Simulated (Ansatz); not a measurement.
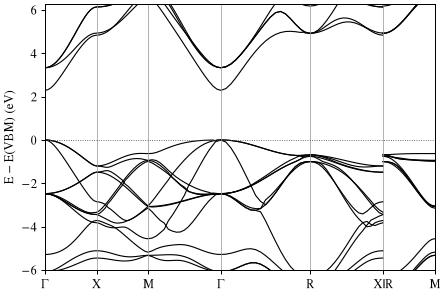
Figure. Band structure from PBEsol in the plane-wave PAW code Ansatz

Problem. Read off the gap and where the band edges lie.

Solution. About 2.3 eV (2.29 eV by a search for the band edges); maximum at Γ, minimum at Γ.

The material is AlGa3N4 in space group P-43m (No. 215; Al on 1a, Ga on 3c, N on 4e).

The first step of the workflow began from a Materials Project structure, measured or hypothetical; the Crystallography Open Database copy checked does not list it. With Al and Ga taken as one species the cell has the higher symmetry F-43m, so it may be an ordered model of a mixed-site phase. Whether it is the stable phase at ambient conditions was not checked. The PBEsol relaxation kept the symmetry of its start; of distortions, only those at the zone centre were tested. Spin–orbit coupling is left out wherever it is not named.

Potentials: the later of the program's two PAW sets.
